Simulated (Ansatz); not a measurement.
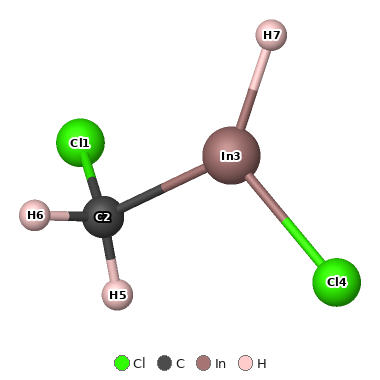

The system is CH₃Cl₂In, SMILES Cl[CH2][InH][Cl]; the picture shows the reference structure. The first coordinate is: umbrella angle at In3 (between each of its bonds and their common axis; 90 is planar); the second: change of the bonds In3–C2, In3–Cl4, In3–H7, all alike. Nothing is relaxed (all other coordinates rigid). The scan uses a 15 × 15 grid. Points are written as (first, second). Energies are in kcal/mol, from the lowest grid point. All numbers below come from Ansatz, RKS CAM-B3LYP-D4/def2-SVP.

Its coordinates:

```xyz
7

Cl    0.7903    2.1769    0.3808
C    -0.2920    0.7624    0.6251
In    0.4004   -0.8642   -0.6179
Cl   -1.3835   -2.0619   -1.6013
H    -1.3126    1.0547    0.3511
H    -0.2767    0.5005    1.6906
H     1.9631   -1.4028   -1.0422
```

Range: umbrella angle at In3 (between each of its bonds and their common axis; 90 is planar) from 66.0 to 114.0°; change of the bonds In3–C2, In3–Cl4, In3–H7, all alike from −0.228 to 0.353 Å.

What landscape does the calculation give?

The lowest grid point is at (90.0°, 0.021 Å). It is the only kind of minimum in the scanned range. The highest grid point, (66.0°, −0.228 Å), lies 63.9 kcal/mol above the lowest. Round the minimum the two coordinates are nearly uncoupled.

| second ↓, first → | 66.0 | 69.4 | 72.9 | 76.3 | 79.7 | 83.1 | 86.6 | 90.0 | 93.4 | 96.9 | 100.3 | 103.7 | 107.1 | 110.6 | 114.0 |
| --- | --- | --- | --- | --- | --- | --- | --- | --- | --- | --- | --- | --- | --- | --- | --- |
| 0.353 | 52.7 | 48.4 | 44.5 | 41.5 | 39.0 | 37.2 | 36.0 | 35.6 | 35.7 | 36.5 | 38.0 | 40.1 | 42.7 | 46.2 | 50.1 |
| 0.312 | 47.2 | 42.6 | 38.6 | 35.4 | 32.8 | 31.0 | 29.7 | 29.2 | 29.4 | 30.3 | 31.8 | 34.0 | 36.8 | 40.4 | 44.5 |
| 0.270 | 41.9 | 37.1 | 32.9 | 29.5 | 26.9 | 24.9 | 23.6 | 23.1 | 23.3 | 24.2 | 25.8 | 28.1 | 31.1 | 34.8 | 39.2 |
| 0.228 | 37.0 | 32.0 | 27.6 | 24.1 | 21.3 | 19.3 | 17.9 | 17.4 | 17.6 | 18.6 | 20.3 | 22.7 | 25.8 | 29.8 | 34.3 |
| 0.187 | 32.7 | 27.5 | 22.9 | 19.3 | 16.4 | 14.2 | 12.9 | 12.3 | 12.5 | 13.6 | 15.3 | 17.9 | 21.2 | 25.3 | 30.1 |
| 0.145 | 29.0 | 23.6 | 18.8 | 15.0 | 12.0 | 9.8 | 8.3 | 7.8 | 8.0 | 9.1 | 11.0 | 13.6 | 17.1 | 21.4 | 26.4 |
| 0.104 | 26.3 | 20.6 | 15.6 | 11.6 | 8.5 | 6.2 | 4.7 | 4.1 | 4.4 | 5.6 | 7.5 | 10.3 | 13.9 | 18.5 | 23.7 |
| 0.062 | 24.5 | 18.6 | 13.4 | 9.2 | 6.0 | 3.6 | 2.0 | 1.4 | 1.7 | 2.9 | 5.0 | 7.9 | 11.7 | 16.5 | 22.1 |
| 0.021 | 24.0 | 17.8 | 12.4 | 8.1 | 4.7 | 2.2 | 0.6 | 0.0 | 0.3 | 1.6 | 3.8 | 6.9 | 10.8 | 15.9 | 21.7 |
| −0.021 | 25.0 | 18.5 | 12.9 | 8.4 | 4.9 | 2.3 | 0.6 | 0.0 | 0.4 | 1.7 | 4.0 | 7.2 | 11.4 | 16.7 | 22.8 |
| −0.062 | 27.7 | 21.0 | 15.1 | 10.4 | 6.8 | 4.1 | 2.4 | 1.7 | 2.1 | 3.6 | 6.0 | 9.3 | 13.7 | 19.3 | 25.7 |
| −0.104 | 32.6 | 25.6 | 19.5 | 14.6 | 10.8 | 8.0 | 6.2 | 5.6 | 6.0 | 7.5 | 10.1 | 13.6 | 18.2 | 24.0 | 30.8 |
| −0.145 | 39.9 | 32.6 | 26.2 | 21.1 | 17.1 | 14.2 | 12.4 | 11.8 | 12.2 | 13.8 | 16.5 | 20.2 | 25.0 | 31.2 | 38.3 |
| −0.187 | 50.3 | 42.7 | 36.0 | 30.7 | 26.6 | 23.5 | 21.6 | 21.0 | 21.5 | 23.2 | 26.0 | 29.9 | 35.0 | 41.4 | 49.0 |
| −0.228 | 63.9 | 55.9 | 49.0 | 43.5 | 39.1 | 36.0 | 34.0 | 33.3 | 33.8 | 35.6 | 38.6 | 42.7 | 48.1 | 54.9 | 62.8 |

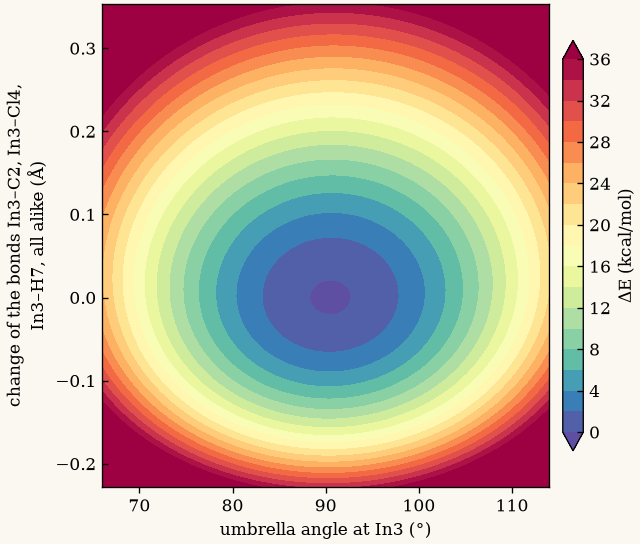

The picture shows filled contours, one colour for all values above the top of the scale. Between grid points the surface is interpolated.

Each point was launched as `ansatz run input.yaml --threads 1 --pin off --max-ram 2560MiB --backend cpu --events-out ev --progress --plain --runs-dir out`. The whole map (225 points run) took 20 min on 1 thread of Arm Neoverse V2, with other jobs on the host.
